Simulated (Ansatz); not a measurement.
# The cluster AlNi₂−: the relaxed shape and its frontier levels

What does the cluster AlNi₂− look like as a singlet, and where do its frontier electrons sit?

Computed with Ansatz 0.2.0, Gaussian basis. Level: RKS PBE0-D4/def2-TZVPD.

The runs, in order: relaxation at PBE-D4/def2-TZVPD; a search for the lowest solution at PBE0-D4/def2-SVP; a single point at PBE0-D4/def2-TZVPD.

1 further run of the same task is left out (set aside as unsound or not needed). Runs told in other sessions of the task aren't counted.

### 1 Starting geometry

3 atoms, charge -1, spin multiplicity 1.

Atoms are counted from 1 here; the program's logs count them from 0.

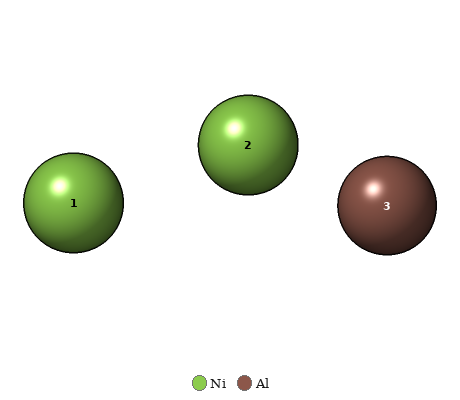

The starting geometry (nickel green, aluminium brown); atoms are numbered from 1 in the order of the file.

Geometry (Å):

```xyz
3
AlNi2
Ni   -0.3365    1.7913    1.4692
Ni    0.4962    0.0475   -0.3146
Al   -0.1597   -1.8388   -1.1545
```

No spin-orbit coupling is included. The ion is computed in the gas phase, without counter-ions or solvent.

The start is a GFN2-xTB geometry.

### 2 Relaxation at PBE-D4/def2-TZVPD

Input file in.yaml:

```yaml
crystal:
  periodic: [false, false, false]
  atoms:
    - {symbol: Ni, position_ang: [-0.336480, 1.791260, 1.469170]}
    - {symbol: Ni, position_ang: [0.496170, 0.047540, -0.314610]}
    - {symbol: Al, position_ang: [-0.159690, -1.838800, -1.154550]}
basis:
  gaussian: {orbitals: def2-TZVPD}
total_charge: -1
hamiltonian: {xc: pbe, dispersion: d4}
scf: {lower_state_search: "off"}
output: {orbitals: {seedname: orbitals}}
relax: {f_tol: 0.02, max_steps: 100}
```

Started as:

```console
> ansatz run in.yaml --threads 4 --pin off --events-out ev --progress --plain --max-ram 3916MiB
```

The program printed, cut to the lines that bear on the results:

```text
Functional definition: PBE
  name "PBE"
  cite "Perdew, Burke & Ernzerhof, Phys. Rev. Lett. 77, 3865 (1996) doi:10.1103/PhysRevLett.77.3865"
  parent pbe
[...]
1188 factors; their error is unknown
[...]
mean field -88668.33816907 eV, -3258.5013261553 hartree, gradient 1.6e-6 eV, S^2 0.000000; 0 other end points of the search recorded, 0 dependent functions left out
[...]
reference -88668.33820331 eV, -3258.5013274135 hartree; 35, 35 occupied and 104, 104 virtual orbitals, 1188 factors
relax step   1: F+E_penalty+E_count = -88668.48231314 eV  Δ(F+E_penalty+E_count) = +0.000e0 eV  max|allowed force component| = 1.046e0 eV/Å  Δτ_max = 0.0000 Å  (395 SCF iters, accepted)
[...]
relax step   3: F+E_penalty+E_count = -88668.86586230 eV  Δ(F+E_penalty+E_count) = -1.303e-1 eV  max|allowed force component| = 5.737e-1 eV/Å  Δτ_max = 0.1903 Å  (49 SCF iters, accepted)
[...]
relax step   5: F+E_penalty+E_count = -88669.27923917 eV  Δ(F+E_penalty+E_count) = -2.368e-1 eV  max|allowed force component| = 5.545e-1 eV/Å  Δτ_max = 0.1951 Å  (59 SCF iters, accepted)
[...]
relax step   7: F+E_penalty+E_count = -88669.97028883 eV  Δ(F+E_penalty+E_count) = -3.579e-1 eV  max|allowed force component| = 6.514e-1 eV/Å  Δτ_max = 0.2000 Å  (42 SCF iters, accepted)
[...]
relax step   9: F+E_penalty+E_count = -88670.07931641 eV  Δ(F+E_penalty+E_count) = -6.316e-2 eV  max|allowed force component| = 1.140e-1 eV/Å  Δτ_max = 0.0805 Å  (36 SCF iters, accepted)
[...]
relax step  10: F+E_penalty+E_count = -88670.08054857 eV  Δ(F+E_penalty+E_count) = -1.232e-3 eV  max|allowed force component| = 1.044e-2 eV/Å  Δτ_max = 0.0117 Å  (28 SCF iters, accepted)
Total energy: -88670.08057929 eV, -3258.5653585497 hartree
Atom 0 at    -0.575794     0.730938     0.906483 Å, force     0.001776     0.008006     0.004271 eV/Å
Atom 1 at     1.124070     0.430978    -0.490117 Å, force     0.000305     0.002432     0.001461 eV/Å
Atom 2 at    -0.548275    -1.161916    -0.416356 Å, force    -0.002080    -0.010438    -0.005732 eV/Å
Dipole moment:     0.177902     0.377735     0.135595 e Å
Checks for a lower state left out: stability, starts, cluster_reference, orbital_swaps, neighbouring_geometries, increment
```

Wall time 16 s (4 threads of Arm Neoverse V2, shared host).

The steps of the relaxation:

```csv
step,energy from step 1 (eV),largest force component (eV/Å)
1,0.0000,1.0457
2,-0.2533,0.7527
3,-0.3835,0.5737
4,-0.5601,0.2934
5,-0.7969,0.5545
6,-1.1301,0.7509
7,-1.4880,0.6514
8,-1.5338,0.9271
9,-1.5970,0.1140
10,-1.5982,0.0104
```

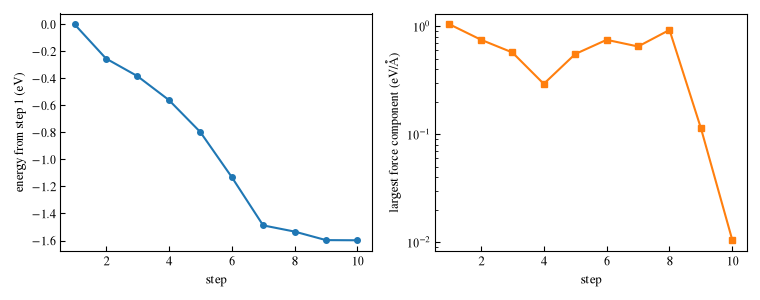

Energy and force, step by step.

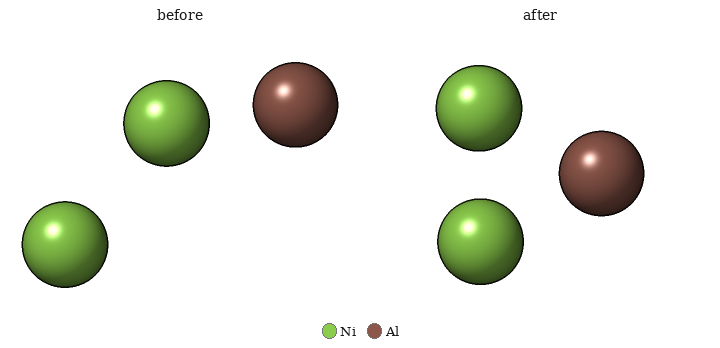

Before and after, at one scale.

Close pairs (by a distance rule), those that changed most:

```csv
bond,before (Å),after (Å),change (Å)
Ni1–Al3,4.482,2.309,-2.173
Ni1–Ni2,2.630,2.220,-0.409
Ni2–Al3,2.167,2.311,+0.144
```

Bonds by kind at the end (by distance):

```csv
bond,count,shortest (Å),longest (Å)
Al–Ni,2,2.309,2.311
Ni–Ni,1,2.220,2.220
```

### 3 Searching for the lowest solution, PBE0-D4/def2-SVP

start.molden holds the orbitals of an earlier run on this state, given as this run's starting guess.

Input file in.yaml:

```yaml
crystal:
  periodic: [false, false, false]
  atoms:
    - {symbol: Ni, position_ang: [-0.575794, 0.730938, 0.906483]}
    - {symbol: Ni, position_ang: [1.124070, 0.430978, -0.490117]}
    - {symbol: Al, position_ang: [-0.548275, -1.161916, -0.416356]}
basis:
  gaussian: {orbitals: def2-SVP, initial_orbitals: start.molden}
total_charge: -1
hamiltonian: {xc: pbe0, dispersion: d4}
output: {orbitals: {seedname: orbitals}}
```

The command is unchanged.

The program printed, cut to the lines that bear on the results:

```text
Functional definition: PBE0
  name "PBE0"
  cite "Adamo & Barone, J. Chem. Phys. 110, 6158 (1999) doi:10.1063/1.478522"
  cite "Perdew, Burke & Ernzerhof, Phys. Rev. Lett. 77, 3865 (1996) doi:10.1103/PhysRevLett.77.3865"
  parent pbe
[...]
828 factors; integrals over basis functions are off by at most 9.4e-4 eV
[...]
mean field -88651.95941039 eV, -3257.8994178756 hartree, gradient 2.5e-5 eV, S^2 0.000000; 6 other end points of the search recorded, 0 dependent functions left out
reference -88651.95943055 eV, -3257.8994186163 hartree; 35, 35 occupied and 45, 45 virtual orbitals, 828 factors
Total energy: -88652.04464511 eV, -3257.9025501936 hartree
```

Run time: 2.8 s. Hardware: 4 threads of Arm Neoverse V2, shared host.

HOMO 0.14 eV, LUMO 2.59 eV. Doubts: highest occupied level lies above zero.

### 4 Single point, PBE0-D4/def2-TZVPD

in.yaml, as its differences from that of step 3:

```diff
@@ -7,5 +7,6 @@
 basis:
-  gaussian: {orbitals: def2-SVP, initial_orbitals: start.molden}
+  gaussian: {orbitals: def2-TZVPD, initial_orbitals: start.molden}
 total_charge: -1
 hamiltonian: {xc: pbe0, dispersion: d4}
+scf: {omitted_lower_state_checks: [starts]}
 output: {orbitals: {seedname: orbitals}}
```

The command is unchanged.

The program printed:

```text
Functional definition: PBE0
  name "PBE0"
  cite "Adamo & Barone, J. Chem. Phys. 110, 6158 (1999) doi:10.1063/1.478522"
  cite "Perdew, Burke & Ernzerhof, Phys. Rev. Lett. 77, 3865 (1996) doi:10.1103/PhysRevLett.77.3865"
  parent pbe
  parameter a = 0.25
  parameter kappa = 0.804
  parameter beta = 0.06672455060314922
  exchange = (1 - a)*pbe_x(kappa = kappa, mu = beta*pi^2/3) + a*exact_x
  correlation = pbe_c(beta = beta)
these checks for a lower state are left out or cut short: starts
1432 factors; their error is unknown
mean field evaluation 1: about -88663.7388 eV, gradient 1.2e2 eV
mean field evaluation 2: about -88666.9250 eV, gradient 6.6e0 eV
mean field evaluation 4: about -88667.4821 eV, gradient 3.3e-1 eV
mean field evaluation 8: about -88667.6823 eV, gradient 6.6e-4 eV
mean field -88667.68234717 eV, -3258.4772251446 hartree, gradient 2.3e-5 eV, S^2 0.000000; 0 other end points of the search recorded, 0 dependent functions left out
reference -88667.68237049 eV, -3258.4772260018 hartree; 35, 35 occupied and 104, 104 virtual orbitals, 1432 factors
Total energy: -88667.76758505 eV, -3258.4803575792 hartree
Checks for a lower state left out: starts
```

It took 2.6 s on 4 threads of Arm Neoverse V2, shared host.

HOMO -0.02 eV, LUMO 2.21 eV.

Mulliken charges, from this run's orbitals:

```csv
atom,value (e)
Ni1,-0.42
Ni2,-0.42
Al3,-0.15
```

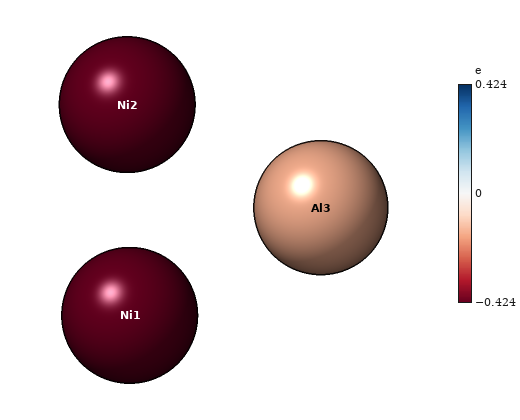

Mulliken charges, from this run's orbitals, as colours on the atoms.

Largest Mayer bond orders: Ni1–Ni2 1.33; Ni1–Al3 1.24; Ni2–Al3 1.24.

### 5 Summary of results

| quantity | value |
| --- | --- |
| point group | C2v |
| commonest bond | Al–Ni, 2 of mean length 2.310 Å |
| HOMO, LUMO at PBE0-D4/def2-TZVPD | -0.02, 2.21 eV |

In words: The relaxation broke 0 and made 1 bonds, so the end is another structure than the start. No usable vibrations, so a minimum isn't proven. Whether this spin is the lowest isn't tested here.

The anion's highest level is positive in at least one run, so there the basis alone may hold the extra electron.
